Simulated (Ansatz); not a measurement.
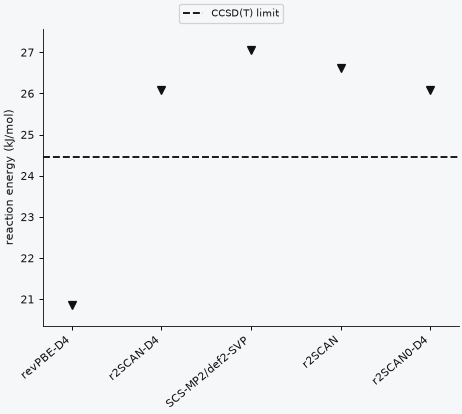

Electronic reaction energy of SiH₃SeCl (Cl[SiH2][SeH]) + H₂Se ([SeH2]) → SiH₄Se₂ ([SeH][SiH2][SeH]) + HCl (Cl) (SMILES in brackets) at several levels (functionals in def2-TZVPP unless a basis is named), isolated molecules at PBE0-D4 triple-zeta geometries, minima by their frequencies, no zero-point or thermal terms, the Ansatz code. The line is frozen-core CCSD(T) at the basis limit (MP2 extrapolated from triple and quadruple zeta, plus CCSD(T) less MP2 in a smaller set). No dispersion term is added to r2SCAN. The distance of SCS-MP2/def2-SVP to the limit includes basis error.

**Which level comes closest to the line (CCSD(T) limit), and which misses most?**

Closest r2SCAN-D4 (26.1 kJ/mol) and r2SCAN0-D4 (26.1 kJ/mol), against 24.4 kJ/mol; farthest revPBE-D4 (20.9 kJ/mol).

**Give the values.**

```tsv
level	kJ/mol	less CCSD(T) limit
revPBE-D4	20.9	−3.6
r2SCAN-D4	26.1	1.6
SCS-MP2/def2-SVP	27.1	2.6
r2SCAN	26.6	2.2
r2SCAN0-D4	26.1	1.6
CCSD(T) limit	24.4	0.0
```

Known limits of this run: no scalar relativity up to krypton; outer-core shells are correlated without core-valence functions, which makes the correlated values less sure.
